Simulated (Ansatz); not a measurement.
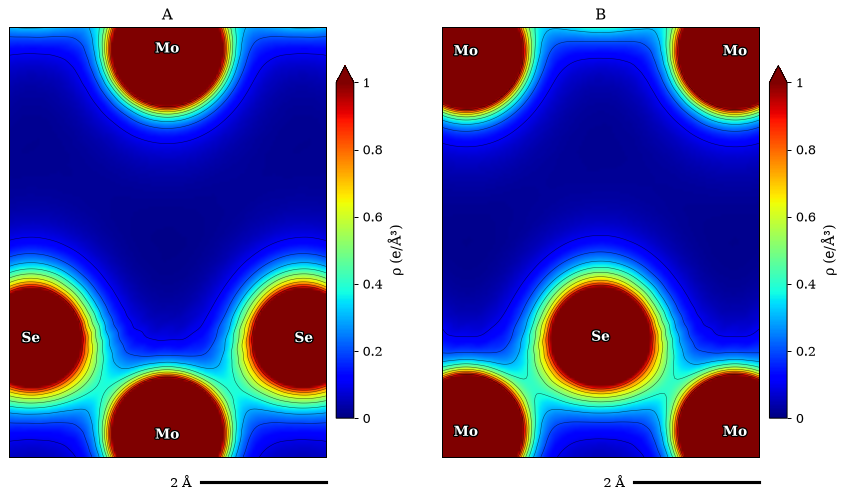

MoSe. The valence electron density of two cells that differ in size, on the (011̄) plane of each (indices in the axes of the calculation cell), at one length scale and on one colour scale: A has 29.3 Å³ an atom and B 28.0.

Level of theory: DFT PBE+U, scalar-relativistic, plane waves, PAW in Ansatz.

Core electrons are frozen (PAW), and the valence fields are smoothed inside the atomic spheres.

The larger cell:

```
CELL_PARAMETERS angstrom
0.00000 3.08124 3.08124
3.08124 0.00000 3.08124
3.08124 3.08124 0.00000
ATOMIC_POSITIONS crystal
Mo 0.00000 0.00000 0.00000
Se 0.25000 0.25000 0.25000
```

The smaller cell: a = 4.296 Å, b = 4.296 Å, c = 4.296 Å, α = 60.00°, β = 60.00°, γ = 60.00°.

Question: What changes from the larger cell to the smaller?

Answer: From the larger cell to the smaller, Mo–Se goes from 2.67 to 2.63 Å, and the density at its midpoint from 0.39 to 0.42 e/Å³; the pressure goes from 2.0 to 4.6 GPa.
